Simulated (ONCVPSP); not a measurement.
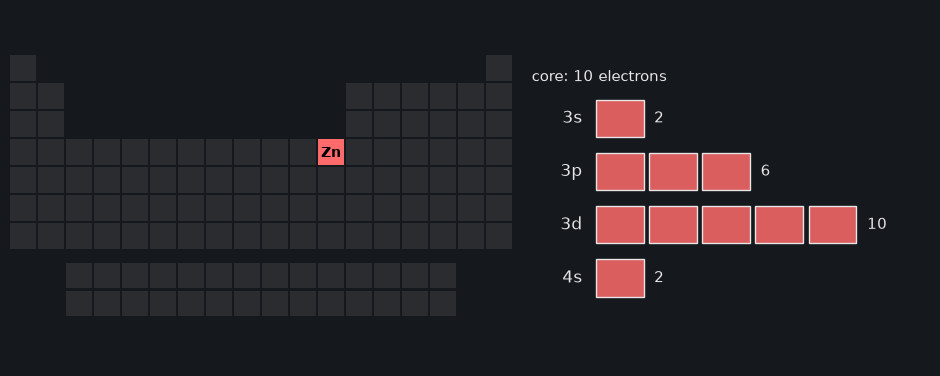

*Left, the place of zinc in the periodic table; right, the valence shells of the reference configuration: a box for each of the 2l + 1 orbitals, shaded by the share of the shell that is filled, with the electron count at the right. The shells are those of the unaltered input.*

**Pseudopotential generation, with input and output: Zn**

System: zinc (Zn, Z = 30), core [Ne], reference valence 3s2 3p6 3d10 4s2, valence charge 20. (This line and the method describe the unaltered input from which the odd one was made.)
Method: ONCV potential, PBE, scalar-relativistic, made with ONCVPSP 4.0.1.

## Input
```
# ATOM AND REFERENCE CONFIGURATION
# atsym  z   nc   nv     iexc    psfile
  Zn 30.00    3    4        4      upf
#
#   n    l    f
    1    0    2.00
    2    0    2.00
    2    1    6.00
    3    0    2.00
    3    1    6.00
    3    2   10.00
    4    0    2.00
#
# PSEUDOPOTENTIAL AND OPTIMIZATION
# lmax
    2
#
#   l,   rc,      ep,       ncon, nbas, qcut
    0    1.30    0.00    4    9    9.60
    1    1.15    0.00    3    6   11.70
    2    0.90    0.00    3    8   20.80
#
# LOCAL POTENTIAL
# lloc, lpopt,  rc(5),   dvloc0
    4    5    0.80    0.00
#
# VANDERBILT-KLEINMAN-BYLANDER PROJECTORs
# l, nproj, debl
    0    2    2.00
    1    2    3.50
    2    1    2.20
#
# MODEL CORE CHARGE
# icmod, fcfact, rcfact
    2    0.01    0.00
#
# LOG DERIVATIVE ANALYSIS
# epsh1, epsh2, depsh
   -6.00    5.00    0.04
#
# OUTPUT GRID
# rlmax, drl
    6.00    0.01
#
# TEST CONFIGURATIONS
# ncnf
    4
# nvcnf
#   n    l    f
    4
    3    0    2.00
    3    1    6.00
    3    2   10.00
    4    0    1.00
#
    4
    3    0    2.00
    3    1    6.00
    3    2   10.00
    4    0    0.00
#
    4
    3    0    2.00
    3    1    6.00
    3    2    9.00
    4    0    0.00
#
    4
    3    0    1.00
    3    1    6.00
    3    2   10.00
    4    0    2.00
#
```

Hardware: 1 CPU thread, shared host.

Run as:
```bash
oncvpsp.x < Zn.dat > Zn.out
```

## Output (extracts)
```
ONCVPSP  (Optimized Norm-Conservinng Vanderbilt PSeudopotential)
scalar-relativistic version 4.0.1

#   n    l    f        energy (Ha)
    1    0    2.00    -3.5006446E+02
    2    0    2.00    -4.2567923E+01
    2    1    6.00    -3.6897366E+01
    3    0    2.00    -4.7492011E+00
    3    1    6.00    -3.0649849E+00
    3    2   10.00    -3.7265387E-01
    4    0    2.00    -2.1971926E-01

Reference configufation results
  iterations    29
  all-electron total energy (Ha)   -1.79601874D+03

Begin loop to  construct optimized pseudo wave functions
and semi-local pseudopoentials for all angular momenta

Calculating optimized projector #   1

 for l=   0

    Fraction of norm inside rc  0.977826
    Optimizing pswf for qcut=   9.61 a_B^-1,  ecut=  46.18 Ha
    Residual kinetic energy error=  6.13D-07 Ha

    Energy error per electron        Cutoff
         Ha          eV             Ha
         0.01000     0.27211       13.91
         0.00100     0.02721       17.78
         0.00010     0.00272       32.27
         0.00001     0.00027       39.21

Calculating optimized projector #   2

 for l=   0

    Fraction of norm inside rc  0.059643
    Optimizing pswf for qcut=   9.61 a_B^-1,  ecut=  46.18 Ha
    Residual kinetic energy error=  1.55D-06 Ha

    Energy error per electron        Cutoff
         Ha          eV             Ha
         0.01000     0.27211       10.12
         0.00100     0.02721       14.72
         0.00010     0.00272       32.72
         0.00001     0.00027       40.77

   Wellstate for l =  1  n =  4
     eigenvalue =   0.4350
     asymptotic potential =   0.9350
     half-point radius =  2.4603

Calculating optimized projector #   1

 for l=   1

    Fraction of norm inside rc  0.919584
    Optimizing pswf for qcut=  11.70 a_B^-1,  ecut=  68.40 Ha
    Residual kinetic energy error=  5.28D-07 Ha

    Energy error per electron        Cutoff
         Ha          eV             Ha
         0.01000     0.27211       38.05
         0.00100     0.02721       47.22
         0.00010     0.00272       55.24
         0.00001     0.00027       61.31

Calculating optimized projector #   2

 for l=   1

    Fraction of norm inside rc  0.058121
    Optimizing pswf for qcut=  11.70 a_B^-1,  ecut=  68.40 Ha
    Residual kinetic energy error=  1.56D-07 Ha

    Energy error per electron        Cutoff
         Ha          eV             Ha
         0.01000     0.27211       30.29
         0.00100     0.02721       41.35
         0.00010     0.00272       50.66
         0.00001     0.00027       58.07

Calculating optimized projector #   1

 for l=   2

    Fraction of norm inside rc  0.603825
    Optimizing pswf for qcut=  20.80 a_B^-1,  ecut= 216.25 Ha
    Residual kinetic energy error=  6.06D-07 Ha

    Energy error per electron        Cutoff
         Ha          eV             Ha
         0.01000     0.27211      114.93
         0.00100     0.02721      139.96
         0.00010     0.00272      161.05
         0.00001     0.00027      178.77

Construct Vanderbilt / Kleinmman-Bylander projectors

B matrix Hermiticity error, ll=   0
   1   2    5.4960E-04

  Orthonormal projector coefficients  1.4187E+01  2.4332E+00

B matrix Hermiticity error, ll=   1
   1   2    5.2164E-04

  Orthonormal projector coefficients  7.0603E+00  1.1469E+00

Model core correction analysis
  based on d2Exc/dn_idn_j

d2excae - all-electron derivatives

   -4.422430D-02   -4.108143D-02   -3.009841D-02   -1.791750D-03
   -4.108160D-02   -3.956075D-02   -2.971718D-02   -2.123797D-03
   -3.009875D-02   -2.971738D-02   -2.747084D-02   -6.134413D-03
   -1.791628D-03   -2.123548D-03   -6.133193D-03   -3.284590D-02

d2excps - pseudofunction derivatives with no core correction

   -5.460011D-02   -4.128106D-02   -3.316276D-02   -2.556084D-03
   -4.128217D-02   -4.014302D-02   -3.283354D-02   -2.107980D-03
   -3.316390D-02   -3.283370D-02   -2.943485D-02   -6.239280D-03
   -2.556017D-03   -2.107725D-03   -6.238063D-03   -3.288922D-02

rms 2nd derivative error    3.075460E-03

amplitude prefactor, scale prefactor
    0.6596    1.6399

d2excps - pseudofunction derivatives with core correction

   -4.535413D-02   -3.964558D-02   -3.227659D-02   -2.009111D-03
   -3.964557D-02   -3.929601D-02   -3.209248D-02   -2.016140D-03
   -3.227670D-02   -3.209264D-02   -2.872021D-02   -6.193634D-03
   -2.009010D-03   -2.015883D-03   -6.192416D-03   -3.285689D-02

rms 2nd derivative error    1.321176E-03

Pseudoatom total energy -227.316564

Diagnostic tests using Vanderbilt-Kleinman-Bylander pseudopotentials
  1 or more projectors used as specified by nproj input data

   l    rcore       rmatch      e in        delta e   norm test  slope test

   0   1.3075082   1.3472070  -4.7492011   0.0000087   1.0002686   1.0002362
   0   1.3075082   1.3472070  -0.2197193   0.0000042   1.0000342   1.0000256

   1   1.1531527   1.1881649  -3.0649849   0.0000573   1.0001811   1.0002023
   1   1.1531527   1.1881649   0.4350152   0.0002034   1.0004122   1.0004122

   2   0.9023388   0.9297357  -0.3726539  -0.0000024   1.0000023   1.0000102

 Testing for bound ghosts
   n   l    E NL Schr. Eq   E Basis Diag.   E Cutoff

   1   0       -4.749192       -4.749192    205.45
   2   0       -0.219715       -0.112231    205.45

   2   1       -3.064928       -3.064899    117.20

   3   2       -0.372656       -0.347495    316.62

 Testing for highly-localized positive-energy ghosts
       l    <radius>/rc     E Basis Diag.   E Cutoff

Test configuration 0

   n   l     f        eae           eps        diff
   1   0  2.0000 -350.06445616
   2   0  2.0000  -42.56792348
   2   1  6.0000  -36.89736575
   3   0  2.0000   -4.74920109   -4.74919239    8.70D-06
   3   1  6.0000   -3.06498485   -3.06492754    5.73D-05
   3   2 10.0000   -0.37265387   -0.37265623   -2.36D-06
   4   0  2.0000   -0.21971926   -0.21971509    4.17D-06

    Total energies and differences
      AE_ref= -1.79601874D+03  AE_tst= -1.79601874D+03  dif=  0.00D+00
      PS_ref= -2.27316564D+02  PS_tst= -2.27316564D+02  dif=  1.14D-12
      PSP excitation error= -1.14D-12

Test configuration 1

   n   l     f        eae           eps        diff
   1   0  2.0000 -350.42135238
   2   0  2.0000  -42.91734076
   2   1  6.0000  -37.24740084
   3   0  2.0000   -5.10449800   -5.10405232    4.46D-04
   3   1  6.0000   -3.42081080   -3.42056575    2.45D-04
   3   2 10.0000   -0.72618666   -0.72624869   -6.20D-05
   4   0  1.0000   -0.51441851   -0.51437714    4.14D-05

    Total energies and differences
      AE_ref= -1.79601874D+03  AE_tst= -1.79565534D+03  dif=  3.63D-01
      PS_ref= -2.27316564D+02  PS_tst= -2.26953145D+02  dif=  3.63D-01
      PSP excitation error= -1.85D-05

Test configuration 2

   n   l     f        eae           eps        diff
   1   0  2.0000 -350.83756540
   2   0  2.0000  -43.32207430
   2   1  6.0000  -37.65307431
   3   0  2.0000   -5.51656336   -5.51564044    9.23D-04
   3   1  6.0000   -3.83325218   -3.83276232    4.90D-04
   3   2 10.0000   -1.13393886   -1.13411873   -1.80D-04

    Total energies and differences
      AE_ref= -1.79601874D+03  AE_tst= -1.79497759D+03  dif=  1.04D+00
      PS_ref= -2.27316564D+02  PS_tst= -2.26275398D+02  dif=  1.04D+00
      PSP excitation error= -1.27D-05

Test configuration 3

   n   l     f        eae           eps        diff
   1   0  2.0000 -351.62881192
   2   0  2.0000  -44.13272502
   2   1  6.0000  -38.46184034
   3   0  2.0000   -6.28704514   -6.29039926   -3.35D-03
   3   1  6.0000   -4.59603184   -4.59673547   -7.04D-04
   3   2  9.0000   -1.86385530   -1.86432704   -4.72D-04

    Total energies and differences
      AE_ref= -1.79601874D+03  AE_tst= -1.79348800D+03  dif=  2.53D+00
      PS_ref= -2.27316564D+02  PS_tst= -2.24785339D+02  dif=  2.53D+00
      PSP excitation error= -4.85D-04

Test configuration 4

   n   l     f        eae           eps        diff
   1   0  2.0000 -350.91114050
   2   0  2.0000  -43.29923897
   2   1  6.0000  -37.63825211
   3   0  1.0000   -5.42401564   -5.43819151   -1.42D-02
   3   1  6.0000   -3.73284231   -3.73467075   -1.83D-03
   3   2 10.0000   -1.00294370   -1.00732049   -4.38D-03
   4   0  2.0000   -0.58735293   -0.58721120    1.42D-04

    Total energies and differences
      AE_ref= -1.79601874D+03  AE_tst= -1.79094559D+03  dif=  5.07D+00
      PS_ref= -2.27316564D+02  PS_tst= -2.22235651D+02  dif=  5.08D+00
      PSP excitation error= -7.76D-03
```

## Outcome

| quantity | value |
| --- | --- |
| outcome | generated |
| ghost flags of the generator | 0 GHOST(-), 0 GHOST(+) |
| largest excitation error printed | 210 meV |
| wall time | 2.6 s |

## What is odd here

This input holds a deliberate oddity: model core set to icmod 2, fcfact 0.01, rcfact 0.00. The program ran to the end. The all-electron atom is untouched: its total energy equals that from the unaltered input (−1796.0187 Ha). The pseudo-atom's total energy moves by +0.12 Ha, so the potential, or the configuration in which it is tested, is another one.
